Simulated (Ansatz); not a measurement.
## GeBH₅: frequency calculation

The run: frequency calculation of GeBH₅, SMILES [BH2][GeH3]. Method and program: PBE/def2-SVP, RKS (Ansatz 0.2.0).

The geometry was optimised with PBE/def2-SVP. Figures and captions count atoms from 1; the log counts them from 0 in places.

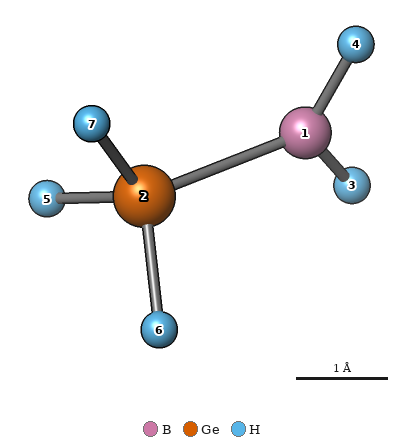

Fig. 1: The structure (ball-and-stick view, seen at a tilt; atoms are numbered from 1 in the order of the input). Sticks mark near contacts.

## The input
```yaml
crystal:
  periodic: [false, false, false]
  atoms:
    - symbol: B
      position_ang: [0.007872, -1.226030, 0.269451]
    - symbol: Ge
      position_ang: [0.054725, 0.785479, -0.182518]
    - symbol: H
      position_ang: [-1.064450, -1.798229, 0.314434]
    - symbol: H
      position_ang: [1.014780, -1.868553, 0.493829]
    - symbol: H
      position_ang: [-0.608482, 1.028902, -1.570595]
    - symbol: H
      position_ang: [-0.808342, 1.578817, 0.842830]
    - symbol: H
      position_ang: [1.465198, 1.431615, -0.213131]
basis:
  gaussian: {orbitals: def2-SVP}
phonons: {temperatures: {t_min: 298.15, t_max: 298.15, t_step: 1}}
hamiltonian: {xc: pbe}
```

Launch command:
```bash
ansatz run input.yaml --threads 1 --pin off --max-ram 3480MiB --events-out events.jsonl --progress --plain --runs-dir runs
```

## What the program printed
```
Functional definition: PBE
  name "PBE"
  parameter kappa = 0.804
  parameter beta = 0.06672455060314922
  exchange = pbe_x(kappa = kappa, mu = beta*pi^2/3)
  correlation = pbe_c(beta = beta)
795 factors; their error is unknown
mean field evaluation 1: about -57255.1441 eV, gradient 2.5e1 eV
mean field evaluation 2: about -57255.4183 eV, gradient 2.7e1 eV
mean field evaluation 4: about -57256.6887 eV, gradient 4.4e-1 eV
mean field evaluation 8: about -57256.6491 eV, gradient 1.7e-2 eV
mean field -57256.64908463 eV, -2104.1430439096 hartree, gradient 6.8e-5 eV, S^2 0.000000; 0 other end points of the search recorded, 0 dependent functions left out
the calculation of the forces begins
reference -57256.64911916 eV, -2104.1430451786 hartree; 21, 21 occupied and 50, 50 virtual orbitals, 795 factors
these checks for a lower state are left out or cut short: stability, starts, cluster_reference, orbital_swaps, neighbouring_geometries, increment
795 factors; their error is unknown
mean field evaluation 16: about -57256.6490 eV, gradient 3.0e-5 eV
mean field -57256.64897354 eV, -2104.1430398270 hartree, gradient 2.6e-6 eV, S^2 0.000000; 0 other end points of the search recorded, 0 dependent functions left out
[... from here on the field's lines of each further geometry are left out, up to the last ...]
the calculation of the forces begins
reference -57256.64911433 eV, -2104.1430450011 hartree; 21, 21 occupied and 50, 50 virtual orbitals, 795 factors
these checks for a lower state are left out or cut short: stability, starts, cluster_reference, orbital_swaps, neighbouring_geometries, increment
795 factors; their error is unknown
mean field -57256.64907956 eV, -2104.1430437231 hartree, gradient 1.5e-6 eV, S^2 0.000000; 0 other end points of the search recorded, 0 dependent functions left out
the calculation of the forces begins
reference -57256.64911409 eV, -2104.1430449922 hartree; 21, 21 occupied and 50, 50 virtual orbitals, 795 factors
WARN: phonons: modes at or below zero, which the zero-point energy, F, S and C_V leave out: 1, the lowest at -69.18 cm⁻¹. A minimum has none, and a first-order saddle one
Total energy: -57256.64911916 eV, -2104.1430451786 hartree
Atom 0 at     0.007872    -1.226030     0.269451 Å, force     0.000520    -0.000226     0.000768 eV/Å
Atom 1 at     0.054725     0.785479    -0.182518 Å, force    -0.000374     0.000198    -0.000108 eV/Å
Atom 2 at    -1.064450    -1.798229     0.314434 Å, force     0.000596     0.001097    -0.000185 eV/Å
Atom 3 at     1.014780    -1.868553     0.493829 Å, force     0.000011    -0.000898    -0.000035 eV/Å
Atom 4 at    -0.608482     1.028902    -1.570595 Å, force    -0.000446     0.000636    -0.000024 eV/Å
Atom 5 at    -0.808342     1.578817     0.842830 Å, force    -0.000515    -0.000283    -0.000466 eV/Å
Atom 6 at     1.465198     1.431615    -0.213131 Å, force     0.000208    -0.000524     0.000048 eV/Å
Dipole moment:    -0.002427    -0.083919     0.018975 e Å
Vibrations: -69.18 382.04 394.66 553.10 684.27 775.12 833.74 853.35 908.25 1115.30 2050.71 2053.72 2083.24 2521.08 2624.72 cm⁻¹, zero-point energy 1.105524 eV
```

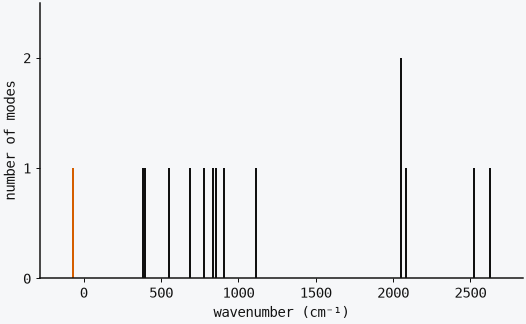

Fig. 2: Harmonic vibrational wavenumbers from the force constants; neighbouring modes closer than 12 cm⁻¹ are counted in one stick, and imaginary ones are drawn at negative wavenumbers. 15 modes from 69i to 2625 cm⁻¹, 1 imaginary beyond 8i (69i cm⁻¹): not a clean minimum; so soft a mode can be a shallow saddle, an incomplete relaxation or noise of the force constants.

## Summary

```json
{"quantity": "outcome", "value": "converged"}
{"quantity": "total energy", "value": "−2104.143045 hartree"}
{"quantity": "basis functions", "value": "71"}
{"quantity": "largest force", "value": "0.001 eV/Å"}
{"quantity": "zero-point energy", "value": "0.040627 hartree"}
{"quantity": "dipole moment", "value": "0.41 D"}
{"quantity": "wavenumbers, lowest and highest", "value": "69i and 2625 cm⁻¹"}
{"quantity": "hardware", "value": "1 thread of Arm Neoverse V2, 24 GiB of memory available, shared host"}
{"quantity": "wall time", "value": "32 s"}
{"quantity": "peak memory", "value": "0.1 GiB"}
```
